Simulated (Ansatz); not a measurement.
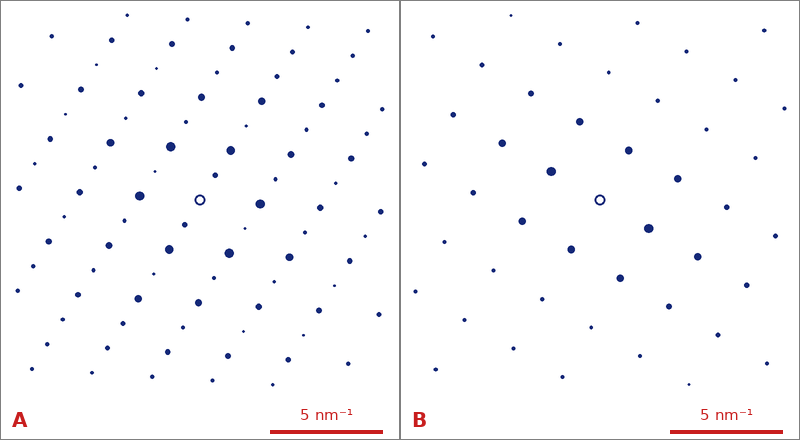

Kinematic electron diffraction patterns (200 kV, B = 0.5 Å², same scale, each along a low-index zone) of two structures of composition K2H3, each relaxed at zero pressure with Ansatz 0.2.0, DFT PBE, scalar-relativistic, plane waves, PAW.

The structures (standard cells):
1. P4/mbm (No. 127), a = 7.754 Å, c = 3.926 Å, 10 atoms; generated start, possibly hypothetical
2. C2 (No. 5), a = 7.079 Å, b = 5.182 Å, c = 7.635 Å, β = 90.99°, 10 atoms; generated start, possibly hypothetical

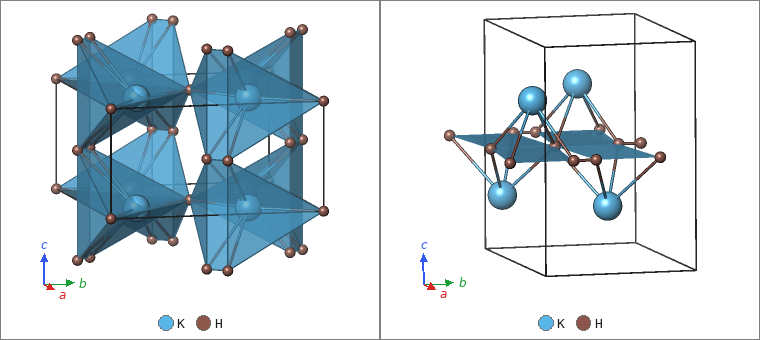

Drawings of the structures 1 to 2, from left to right (each may span several cells).

Which pattern belongs to which structure, and along which zone?

A is structure 2 along [110] or an equivalent direction: oblique net (close to rectangular) of 0 0 1 at d = 7.63 Å and 1 -1 0 (weak) at d = 4.18 Å, 89.4° apart (some points of this net are extinct or too weak to see). B is structure 1 along [100] or an equivalent direction: rectangular net (close to square) of 0 0 1 at d = 3.93 Å and 0 2 0 at d = 3.88 Å, 90.0° apart (some points of this net are extinct or too weak to see).

Which structure lies lowest at this level of theory, and by how much?

Structure 2 (C2, 28.01 Å³ an atom) is the lowest of these; structure 1 (P4/mbm, 23.61 Å³ an atom) lies about 160 meV an atom higher. These are static energies at 0 K; other structures, not shown, may lie lower still.
